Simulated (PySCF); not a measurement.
# C3H5NO, SMILES `COC1=NC1`: electronic structure

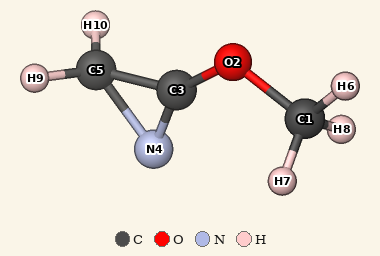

The molecule, with its atoms numbered as below. No frequency check shows the geometry to be a minimum.

Cartesian coordinates (Å):

```
C1       1.9230   -0.2149   -0.0009
O2       0.8061    0.6753    0.0012
C3      -0.3594    0.1047    0.0006
N4      -1.0235   -0.9646   -0.0001
C5      -1.7849    0.3412   -0.0011
H6       2.8096    0.4152    0.0015
H7       1.9051   -0.8500    0.8877
H8       1.9060   -0.8442   -0.8915
H9      -2.2894    0.6184    0.9167
H10     -2.2884    0.6244   -0.9151
```

### 1. Excited states

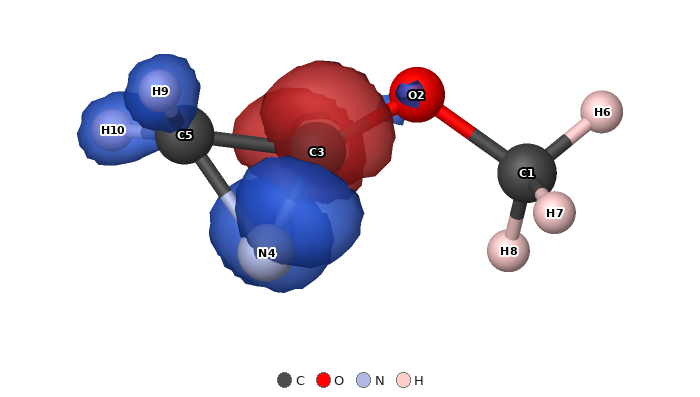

Unrelaxed difference density of T₁ less the ground state (full linear response triplet states), ±0.04 e/Å³; red: gain, blue: loss.

Level of theory: B3LYP/6-31+G* (PySCF), at a geometry from GFN2-xTB.

Question: How does the charge move on excitation?

Answer: 0.39 e is displaced in all, of which about 0.2 e passes between atoms: N4 (0.12 e) loses electrons and C3 (0.19 e) gains them. The state: 4.86 eV (255 nm), spin-forbidden from the singlet ground state; the leading pair carries 99 %; hole on N4 (49 %), C3 (20 %) and O2 (12 %), electron on C3 (39 %), N4 (37 %) and O2 (12 %); their centroids lie 0.3 Å apart.

### 2. Magnetic shielding

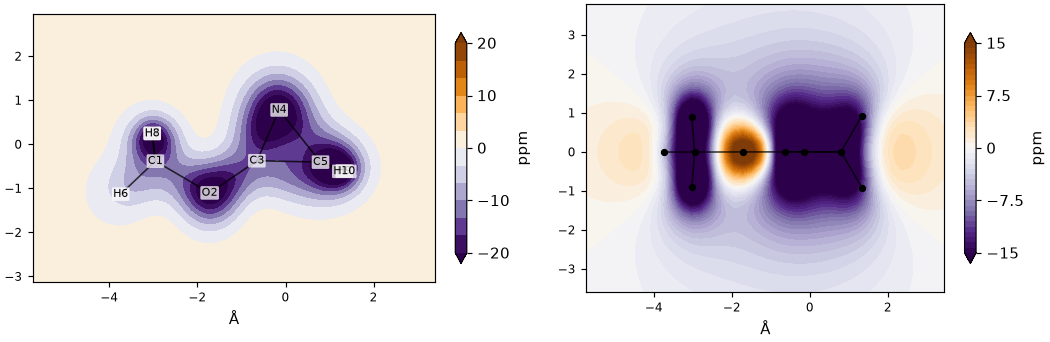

NICSzz (the component normal to the ring) 1.0 Å above the plane of the 3-membered ring C3/N4/C5 (left) and NICSzz (the component normal to the ring) in a plane perpendicular to the same ring (right); GIAO shieldings; atoms are projected onto the map; negative values mean shielding.

Method: HF/6-311+G**; geometry: GFN2-xTB; program: PySCF.

Question: What does the map say about the ring?

Answer: It is shielded above its centre; in a three-membered ring σ bonds weigh heavily, so the values alone don't measure π aromaticity: NICS(0) = −34.3, NICS(1) = −7.8, NICS(1)zz = −16.9 ppm.

### 3. Stretching a bond

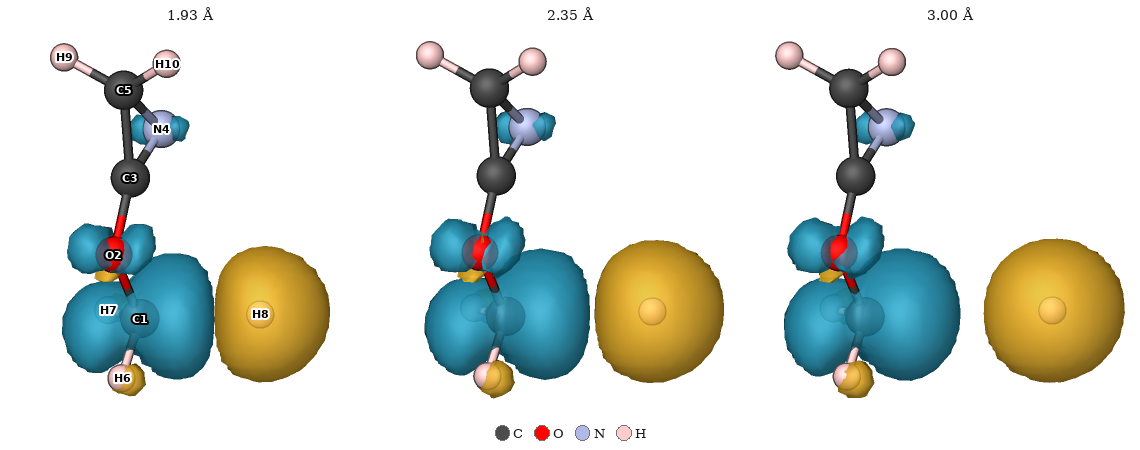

Rigid stretch of the C1–H8 bond. Broken-symmetry UHF spin density at ±0.03 e/Å³ (yellow: α, teal: β).

Method: def2-SVP basis; geometry: GFN2-xTB; program: PySCF.

Question: How does the broken-symmetry solution share the spin, and how far is it from a pure singlet?

Answer: At 3.00 Å excess α spin lies mostly on H8 and excess β on C1; the two could be swapped at no cost. ⟨S²⟩ is 0.58 at 1.93 Å, 0.88 at 2.35 Å and 0.99 at 3.00 Å, against 0 for a pure singlet and 1 for an equal mix of singlet and triplet.

Question: Where does the UHF solution part from RHF?

Answer: Between 1.44 Å (⟨S²⟩ = 0, the two coincide) and 1.66 Å (⟨S²⟩ = 0.04); at 3.00 Å ⟨S²⟩ is 0.99 and UHF lies 3.6 eV below RHF.

Question: How much energy does the stretch cost?

Answer: By CASSCF, 4.3 eV from the lowest point of the scan (1.07 Å) to 3.00 Å; RHF gives 7.5 eV from its own lowest point. The fragments aren't relaxed and dynamic correlation is missing, so this isn't a bond dissociation energy.
